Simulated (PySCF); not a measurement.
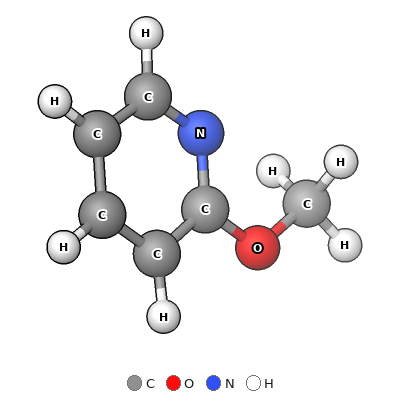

The molecule: C₆H₇NO, SMILES COc1ccccn1.

Simulated rotational absorption lines between 2 and 20 GHz at 2 K: rigid rotor with the equilibrium constants and dipole of one optimised conformer (PBE0-D3(BJ)/def2-SVP, PySCF 2.14.0), commonest isotopes; no centrifugal distortion, hyperfine structure, internal rotation or nuclear-spin weights; lines within 1 MHz of each other are summed. Lines of different type are drawn apart.

Q: What are the rotational constants, and what kind of rotor is it?

A: Rotational constants A, B, C = 5.210, 1.662, 1.270 GHz; Ray's κ = −0.80, an asymmetric top on the prolate side.

Q: Which dipole components drive the lines?

A:
|μa|, |μb|, |μc| = 0.55, 0.20, 0.01 D; a-type lines carry 89 % of the intensity in this range.

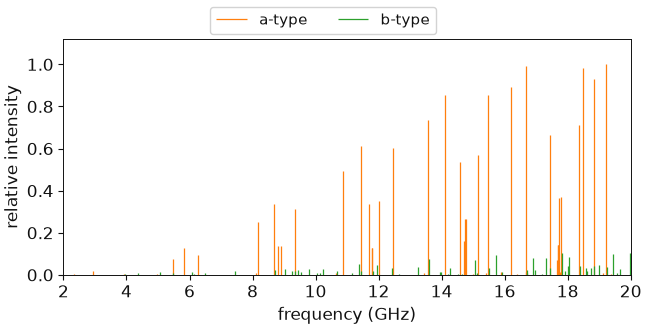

Known limits of this run: coarse grid, loose stop and no frequency check, small forces are noise and the end may be a saddle.
